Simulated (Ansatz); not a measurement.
**N2O (nitrous oxide) at 6 levels**

Wanted: a comparison of 6 runs (HF/STO-3G, B3LYP/6-31G*, BHLYP/cc-pVTZ, wB97X/cc-pVTZ, RPA@PBE0/cc-pVTZ, CCSD(T)/cc-pVTZ) of N2O (nitrous oxide). 

Program for the calculation: Ansatz 0.2.0.

34 further runs of the same task are left out: 2 that didn't finish, 32 set aside as unsound or not needed.

## (1) The structure to begin with

N2O has 3 atoms, charge 0, and is taken as a singlet. SMILES: `N#[N+][O-]`. The N2–O3 distance was set to 2.584 Å, away from the relaxed value. At this shape a bond of the SMILES string is far longer than usual.

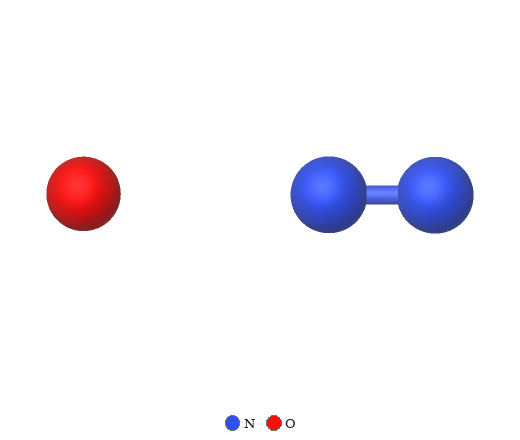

Viewed from a chosen angle; nitrogen blue, oxygen red.

## (2) The energy at HF/STO-3G (run 1)

input.yaml reads:

```yaml
basis:
  gaussian:
    orbitals: STO-3G
crystal:
  periodic: [false, false, false]
  atoms:
    - {symbol: N, position_ang: [-1.145919, 2.242498, -0.376106]}
    - {symbol: N, position_ang: [-0.642619, 1.257698, -0.211006]}
    - {symbol: O, position_ang: [0.520100, -1.017800, 0.170700]}
accuracy: high
hamiltonian:
  xc: hf
output:
  orbitals: {seedname: orbitals}
```

Command:

```console
$ ansatz run input.yaml --threads 1 --pin off --max-ram 3480MiB --events-out events.jsonl --progress --plain --runs-dir runs
```

The log of the run:

```text
Warning: RAYON_NUM_THREADS=1 ignored (pool sized by the plan → 1); use --threads N
Functional definition: HF
  name "HF"
  exchange = exact_x
  correlation = 0
233 factors; integrals over basis functions are off by at most 4.5e-8 eV
mean field evaluation 1: about -4927.8250 eV, gradient 1.7e1 eV
mean field evaluation 2: about -4927.8288 eV, gradient 1.7e1 eV
mean field evaluation 4: about -4929.7372 eV, gradient 1.8e0 eV
mean field evaluation 8: about -4929.7442 eV, gradient 1.6e-3 eV
mean field evaluation 16: about -4929.6331 eV, gradient 5.4e-1 eV
mean field evaluation 32: about -4929.5241 eV, gradient 1.3e-2 eV
mean field -4929.74418612 eV, -181.1647573391 hartree, gradient 3.4e-8 eV, S^2 0.000000; 3 other end points of the search recorded, 0 dependent functions left out
reference -4929.74418612 eV, -181.1647573391 hartree; 11, 11 occupied and 4, 4 virtual orbitals, 233 factors
Total energy: -4929.74418612 eV, -181.1647573391 hartree
```

Wall time 0.1 s (1 thread of Arm Neoverse V1, shared host).

## (3) A single-point energy at B3LYP/6-31G(d) (Cartesian functions) (run 2)

input.yaml reads:

```yaml
crystal:
  periodic: [false, false, false]
  atoms:
    - symbol: N
      position_ang: [-1.145919, 2.242498, -0.376106]
    - symbol: N
      position_ang: [-0.642619, 1.257698, -0.211006]
    - symbol: O
      position_ang: [0.520100, -1.017800, 0.170700]
basis:
  gaussian:
    orbitals: "6-31G*"
hamiltonian:
  xc: {name: B3LYP}
accuracy: high
output:
  orbitals: {seedname: orbitals}
```

Command:

```console
$ ansatz run input.yaml --threads 1 --pin off --max-ram 3480MiB --events-out events.jsonl --progress --plain --runs-dir runs
```

The log of the run:

```text
Warning: RAYON_NUM_THREADS=1 ignored (pool sized by the plan → 1); use --threads N
Functional definition: B3LYP
  name "B3LYP"
  parameter a0 = 0.2
  parameter ax = 0.72
  parameter ac = 0.81
  exchange = (1 - a0 - ax)*slater_x + ax*b88_x + a0*exact_x
  correlation = (1 - ac)*vwn_rpa_c + ac*lyp_c
768 factors; integrals over basis functions are off by at most 3.3e-9 eV
mean field evaluation 1: about -5019.5676 eV, gradient 1.8e1 eV
mean field evaluation 2: about -5019.9006 eV, gradient 1.3e1 eV
mean field evaluation 4: about -5020.2163 eV, gradient 1.2e0 eV
mean field evaluation 8: about -5020.2165 eV, gradient 1.0e-2 eV
mean field evaluation 16: about -5020.2165 eV, gradient 1.8e-5 eV
mean field -5020.21654926 eV, -184.4895553604 hartree, gradient 7.9e-8 eV, S^2 0.000000; 2 other end points of the search recorded, 0 dependent functions left out
reference -5020.21657160 eV, -184.4895561813 hartree; 11, 11 occupied and 34, 34 virtual orbitals, 768 factors
Total energy: -5020.21657160 eV, -184.4895561813 hartree
```

It took 1.7 s on 1 thread of Arm Neoverse V1, shared host; peak memory 0.1 GiB.

Runs 3 to 5 aren't shown in full; the table further down has their settings and results.

## (4) A single-point energy at CCSD(T)/cc-pVTZ (run 6)

job.yaml reads:

```yaml
crystal:
  periodic: [false, false, false]
  atoms:
    - {symbol: "N", position_ang: [-1.145919, 2.242498, -0.376106]}
    - {symbol: "N", position_ang: [-0.642619, 1.257698, -0.211006]}
    - {symbol: O, position_ang: [0.520100, -1.017800, 0.170700]}
basis:
  gaussian:
    orbitals: cc-pVTZ
correlation:
  method: ccsd_t
  frozen_orbitals: {"N": 1, O: 1}
accuracy: high
scf:
  omitted_lower_state_checks: [cluster_reference, increment]
```

Command:

```console
$ ansatz run job.yaml --threads 1 --pin off --max-ram 3480MiB --events-out events.jsonl --progress --plain --runs-dir runs
```

The log of the run:

```text
Warning: RAYON_NUM_THREADS=1 ignored (pool sized by the plan → 1); use --threads N
[... 14 lines left out ...]
3 core orbitals not correlated: weight in the atoms' cores, before any rotation towards them, 1.000 or more for the frozen orbitals, at most 0.000 for the correlated occupied ones
[... 56 lines left out ...]
Total energy: -5014.20276491 eV, -184.2685528616 hartree
Checks for a lower state left out: cluster_reference, increment
```

It took 11 s on 1 thread of Arm Neoverse V1, shared host; peak memory 0.43 GiB.

## (5) The series

| run | level | Cartesian functions | frozen core orbitals | energy (Eh) | HOMO energy (eV) | LUMO energy (eV) | HOMO–LUMO gap (eV) | wall time |
| --- | --- | --- | --- | --- | --- | --- | --- | --- |
| 1 | HF/STO-3G | no | – | -181.164757 | -10.76 | 6.81 | 17.58 | 0.1 s |
| 2 | B3LYP/6-31G* (Cartesian functions) | yes | – | -184.489556 | -9.11 | -6.80 | 2.31 | 1.7 s |
| 3 | BHLYP/cc-pVTZ | no | – | -184.476077 | -12.14 | -4.66 | 7.49 | 4.5 s |
| 4 | wB97X/cc-pVTZ | no | – | -184.516002 | -12.65 | -4.07 | 8.58 | 23 s |
| 5 | RPA@PBE0/cc-pVTZ | no | 3 | -184.443471 | – | – | – | 9.9 s |
| 6 | CCSD(T)/cc-pVTZ | no | 3 | -184.268553 | – | – | – | 11 s |

## (6) What came out

| quantity | value |
| --- | --- |
| run 6: total energy | -184.26855 Eh |
| run 6: correlation energy (3 core orbitals frozen) | -603.7 mEh |
| run 6: (T) correction | -28.79 mEh |
| run 6: T1 diagnostic | 0.012 |

Over runs 1, 2, 3, 4 the HOMO–LUMO gap runs from 2.31 eV (B3LYP/6-31G*) to 17.58 eV (HF/STO-3G). The two ends differ in method and basis. Totals of different functionals can't be ranked against each other. In runs 5, 6 the log says that unrestricted orbitals would lower the reference, so the values rest on an unstable closed-shell determinant (other closed-shell runs at this shape may share the fault). In run 1 the basis is minimal, so the values are rough. In runs 1, 2, 3, 4, 5, 6 a closed-shell determinant meets a far-stretched bond, which it describes badly. All runs together took 49 s, the longest 23 s.
